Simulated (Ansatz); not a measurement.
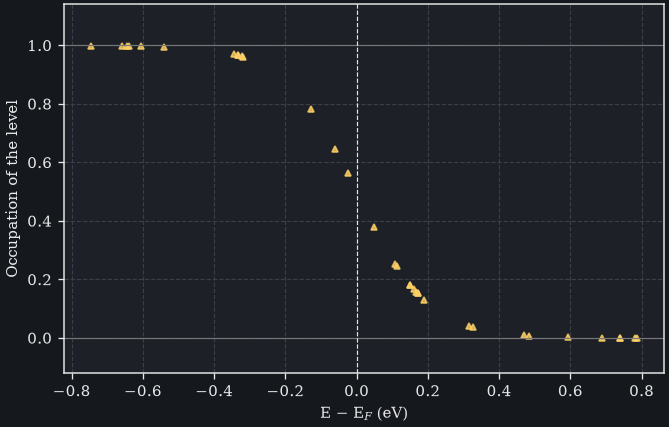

Occupations of the one-electron levels of the k mesh against their energy, from a run on BeGa₂, space group P6/mmm, 3 atoms in the cell, with Ansatz.

**Which smearing scheme was used (Fermi-Dirac, Gaussian, Methfessel-Paxton or cold), and about what width?**

Fermi-Dirac smearing with a width of 0.1 eV. The occupations stay between 0 and 1 and have long exponential tails; the slope at the Fermi level is 1/(4 × width).
